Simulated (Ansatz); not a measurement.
Consider B2Cl2H4.

```yaml
atoms:
  - { symbol: B, position_ang: [-0.0216, -0.4680, -0.7577] }
  - { symbol: Cl, position_ang: [-0.3003, 0.3483, -2.3042] }
  - { symbol: H, position_ang: [0.1409, -1.6572, -0.7145] }
  - { symbol: H, position_ang: [-0.9797, -0.1299, 0.1081] }
  - { symbol: B, position_ang: [0.0216, 0.4680, 0.7577] }
  - { symbol: Cl, position_ang: [0.3006, -0.3483, 2.3042] }
  - { symbol: H, position_ang: [-0.1409, 1.6572, 0.7145] }
  - { symbol: H, position_ang: [0.9796, 0.1299, -0.1081] }
```

Geometry: PBE0-D4/def2-SVP.

Level of theory: RKS PBE0-D4/def2-TZVP in Ansatz.

Predict the electron density and electron localisation function between the atoms.

Answer. B–Cl (1.77 Å): ρ at the midpoint is about 1.3 e/Å³; the ELF peaks at about 0.90 between the atoms, as expected for a polar covalent bond.
B–B (1.78 Å): ρ at the midpoint is about 0.77 e/Å³; the ELF peaks at about 0.70 between the atoms.
B–H (1.20 Å): the density is about 1.3 e/Å³ at the midpoint; the ELF climbs to about 1 towards the hydrogen, as it does in any bond to H; an ordinary covalent bond to hydrogen.

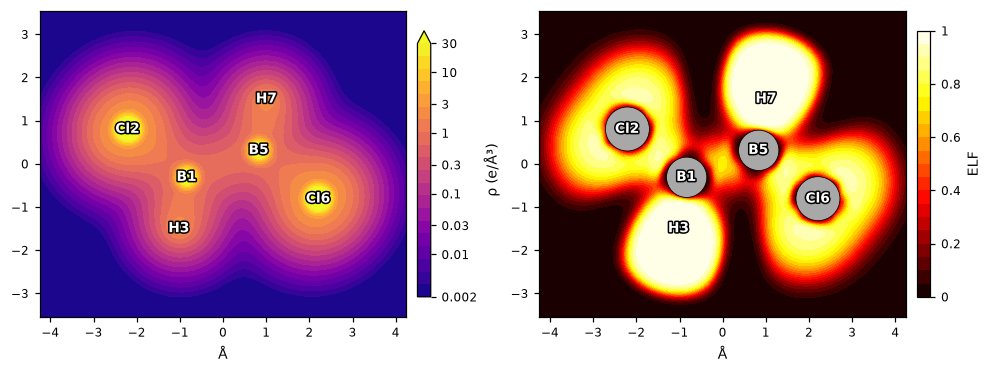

Computed electron density and electron localisation function on the plane of atoms Cl6, B5 and H7, in this order. Grey discs cover the atomic cores in the ELF map. 
